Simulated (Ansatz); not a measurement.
# U-revPBE/def2-SVPD run of C2H3Ge (SMILES [C]#[C][GeH3])

Aim: the vertical electron affinity of C2H3Ge at U-revPBE/def2-SVPD, from 2 runs. 

The calculation is run with Ansatz 0.2.0.

55 further runs of the same task are left out: 6 that didn't finish, 49 set aside as unsound or not needed. Runs told in other sessions of the task aren't counted.

### 1 The molecule

C2H3Ge has 6 atoms, charge 0, and is taken as a doublet. SMILES: `[C]#[C][GeH3]`. The coordinates come from a PBE0-D4/def2-TZVP relaxation.

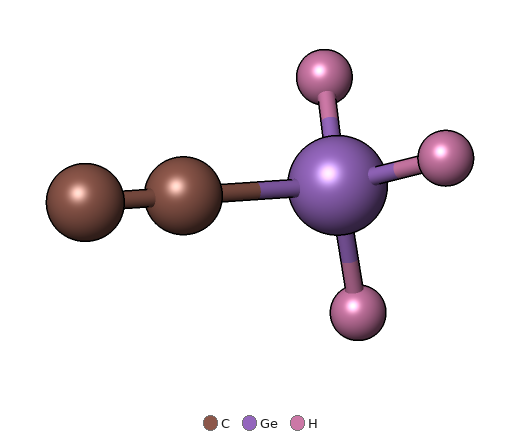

Viewed from a chosen angle; carbon brown, germanium purple, hydrogen pink.

### 2 A single-point energy at U-revPBE/def2-SVPD

Contents of in.yaml:

```yaml
crystal:
  periodic: [false, false, false]
  atoms:
    - {symbol: C, position_ang: [1.063000, -1.993700, 1.127200]}
    - {symbol: C, position_ang: [0.554800, -1.039400, 0.581600]}
    - {symbol: Ge, position_ang: [-0.244200, 0.461100, -0.277700]}
    - {symbol: H, position_ang: [-1.482100, -0.028100, -1.035900]}
    - {symbol: H, position_ang: [0.783700, 1.059700, -1.242900]}
    - {symbol: H, position_ang: [-0.633000, 1.476400, 0.801400]}
basis:
  gaussian: {orbitals: def2-SVPD}
accuracy: high
hamiltonian: {xc: {name: revPBE}}
output: {orbitals: {seedname: orbitals}}
magnetization: {spin_polarized: true, initial_magnetization: 1}
```

Command:

```console
$ ansatz run in.yaml --threads 1 --pin off --max-ram 3480MiB --events-out events.jsonl --progress --plain --runs-dir runs
```

Log:

```text
Warning: RAYON_NUM_THREADS=1 ignored (pool sized by the plan → 1); use --threads N
Functional definition: revPBE
  name "revPBE"
  parameter kappa = 1.245
  parameter beta = 0.06672455060314922
  exchange = pbe_x(kappa = kappa, mu = beta*pi^2/3)
  correlation = pbe_c(beta = beta)
2013 factors; integrals over basis functions are off by at most 4.5e-9 eV
mean field evaluation 1: about -58616.9415 eV, gradient 3.4e1 eV
mean field evaluation 2: about -58603.2957 eV, gradient 5.6e1 eV
mean field evaluation 4: about -58622.1059 eV, gradient 4.7e0 eV
mean field evaluation 8: about -58622.2220 eV, gradient 1.6e-1 eV
mean field evaluation 16: about -58622.2222 eV, gradient 1.5e-4 eV
mean field evaluation 32: about -58621.5399 eV, gradient 8.4e0 eV
mean field -58622.22215700 eV, -2154.3269287004 hartree, gradient 7.3e-8 eV, S^2 0.772540; 4 other end points of the search recorded, 0 dependent functions left out
reference -58622.22216251 eV, -2154.3269289027 hartree; 24, 23 occupied and 78, 79 virtual orbitals, 2013 factors
Total energy: -58622.22216251 eV, -2154.3269289027 hartree
```

Run time: 15 s. Hardware: 1 thread of Arm Neoverse V1, shared host; peak memory 0.31 GiB.

### 3 The singlet anion at the same level

in.yaml: that of step 2 with these lines changed.

```diff
@@ -14,2 +14,2 @@
 output: {orbitals: {seedname: orbitals}}
-magnetization: {spin_polarized: true, initial_magnetization: 1}
+total_charge: -1
```

Command:

```console
$ ansatz run in.yaml --threads 1 --pin off --max-ram 3480MiB --events-out events.jsonl --progress --plain --runs-dir runs
```

Log:

```text
Warning: RAYON_NUM_THREADS=1 ignored (pool sized by the plan → 1); use --threads N
Functional definition: revPBE
  name "revPBE"
  parameter kappa = 1.245
  parameter beta = 0.06672455060314922
  exchange = pbe_x(kappa = kappa, mu = beta*pi^2/3)
  correlation = pbe_c(beta = beta)
2014 factors; integrals over basis functions are off by at most 4.5e-9 eV
mean field evaluation 1: about -58619.7731 eV, gradient 4.8e1 eV
mean field evaluation 2: about -58524.9402 eV, gradient 1.5e2 eV
mean field evaluation 4: about -58624.3826 eV, gradient 1.7e1 eV
mean field evaluation 8: about -58625.1120 eV, gradient 2.4e-1 eV
mean field evaluation 16: about -58625.1093 eV, gradient 1.8e-5 eV
mean field -58625.10925577 eV, -2154.4330276233 hartree, gradient 1.4e-8 eV, S^2 0.000000; 0 other end points of the search recorded, 0 dependent functions left out
reference -58625.10926053 eV, -2154.4330277984 hartree; 24, 24 occupied and 78, 78 virtual orbitals, 2014 factors
Total energy: -58625.10926053 eV, -2154.4330277984 hartree
```

It took 6.6 s on 1 thread of Arm Neoverse V1, shared host; peak memory 0.25 GiB.

### 4 Summary of results

At U-revPBE/def2-SVPD:

| quantity | value |
| --- | --- |
| doublet C2H3Ge: total energy | -2154.32693 Eh |
| doublet C2H3Ge: HOMO energy (highest over α and β) | -6.99 eV |
| doublet C2H3Ge: LUMO energy (lowest over α and β) | -5.81 eV |
| doublet C2H3Ge: ⟨S²⟩ | 0.773 |
| singlet anion: total energy | -2154.43303 Eh |
| singlet anion: HOMO energy | 0.33 eV |
| singlet anion: LUMO energy | 3.19 eV |
| singlet anion: HOMO–LUMO gap (to an unbound level, set by the basis) | 2.86 eV |
| vertical electron affinity (to the singlet anion) | 2.887 eV |

**Reading.** At fixed nuclei the extra electron is bound by 2.89 eV (67 kcal/mol). The HOMO (singlet anion) lies at positive energy, 0.33 eV, from the functional's self-interaction, a short basis or an electron that isn't bound; only total energies against the neutral tell.
